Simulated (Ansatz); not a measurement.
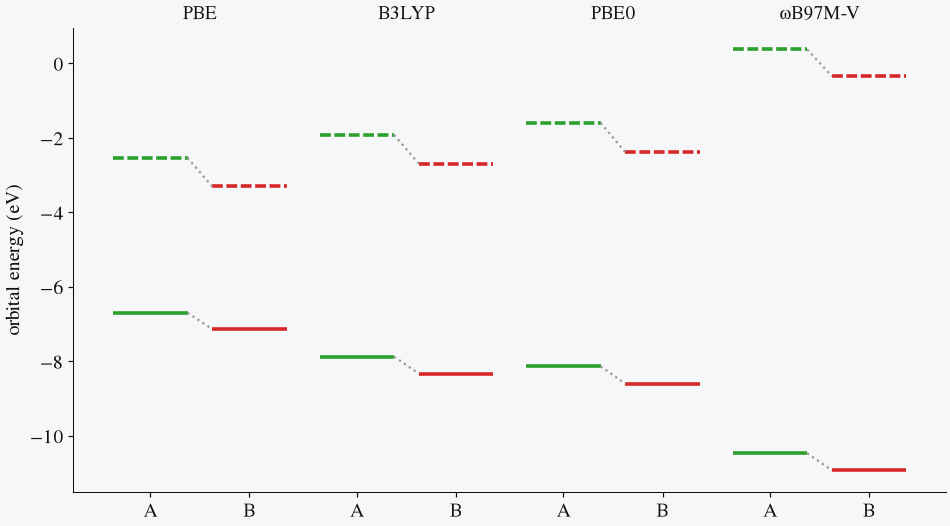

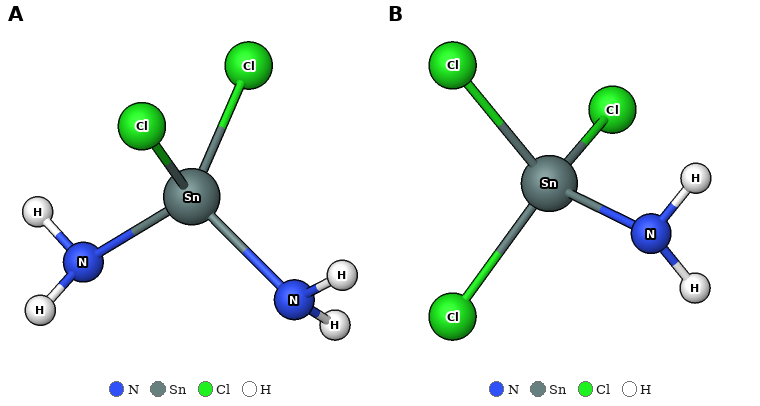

One change: A, SnN₂H₄Cl₂ (SMILES [NH2][Sn]([NH2])([Cl])[Cl]), becomes B, SnNH₂Cl₃ (SMILES [NH2][Sn]([Cl])([Cl])[Cl]). NH₂ on Sn is replaced by Cl. HOMO (solid) and LUMO (dashed) computed in def2-TZVPP at PBE0-D4/def2-TZVP geometries, both minima by their frequencies, gas phase, the Ansatz code 0.2.0. Empty levels above zero depend strongly on the basis.

> What does the change do to HOMO and LUMO?

PBE: the HOMO falls by 0.44 eV, the LUMO falls by 0.77 eV, and the separation goes from 4.16 to 3.83 eV. B3LYP: the HOMO falls by 0.45 eV, the LUMO falls by 0.77 eV, and the separation goes from 5.95 to 5.64 eV. PBE0: the HOMO falls by 0.47 eV, the LUMO falls by 0.79 eV, and the separation goes from 6.54 to 6.21 eV. ωB97M-V: the HOMO falls by 0.46 eV, the LUMO falls by 0.72 eV, and the separation goes from 10.84 to 10.58 eV.

> Do the functionals agree on the effect?

They agree on the direction for both levels; the HOMO shift lies between −0.47 and −0.44 eV and the LUMO shift between −0.79 and −0.72 eV, while the separations themselves differ by up to 6.8 eV between functionals.

Known limits of this run: core potentials past krypton; spin-orbit coupling is left out, and with Sn it can shift these values.
